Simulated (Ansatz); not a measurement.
Input

```
crystal:
  periodic: [false, false, false]
  atoms:
    - {symbol: O, position_ang: [-0.713016, -0.233713, 1.549277]}
    - {symbol: C, position_ang: [-0.071907, -0.763207, 0.410699]}
    - {symbol: C, position_ang: [0.129071, 0.217050, -0.654012]}
    - {symbol: C, position_ang: [0.305528, 1.041673, -1.500868]}
    - {symbol: F, position_ang: [0.486774, 1.915354, -2.408840]}
    - {symbol: H, position_ang: [-0.227744, 0.547026, 1.829403]}
    - {symbol: H, position_ang: [0.897030, -1.211207, 0.669324]}
    - {symbol: H, position_ang: [-0.713536, -1.570175, 0.049317]}
basis:
  gaussian: {orbitals: def2-TZVPP}
hamiltonian: {xc: pbe0, dispersion: d4}
output: {orbitals: {seedname: orbitals}}
```

Run with:

```sh
ansatz run in.yaml --threads 2 --pin off --events-out ev --progress --plain --max-ram 4352MiB
```

Geometry: PBE0-D4/def2-TZVP.

Method: RKS PBE0-D4/def2-TZVPP (Ansatz 0.2.0).

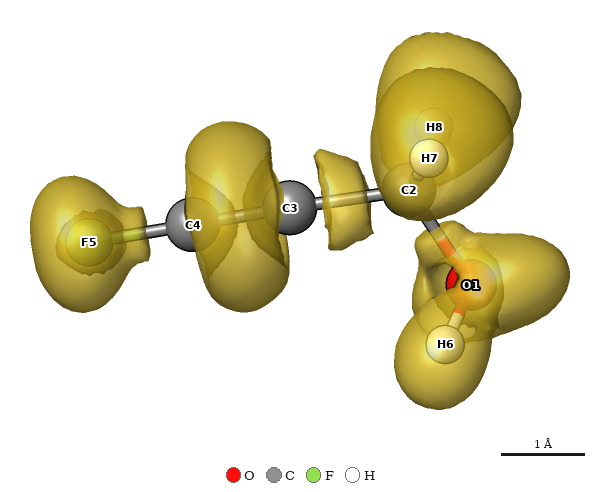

C3H3FO (SMILES OCC#CF). Isosurface of the electron localisation function at 0.75 (yellow), seen across its widest extent. Core shells and regions of very low density are left out.

> Identify the bonds, lone pairs and shells in this picture.

The ELF exceeds this value in two regions between bonded C–C atoms (shared pairs), two regions around hydrogen nuclei, one region on F in which the atom's valence shell and bonds are merged and one joined region spread over several atoms (H, O), in which their bonds and any lone pairs are merged.

Values along the shortest contacts:
C–C (1.20 Å): the ELF peaks at about 0.80 between the atoms; a multiple bond. C–F (1.27 Å): the ELF peaks at about 0.85 between the atoms (a polar covalent bond).
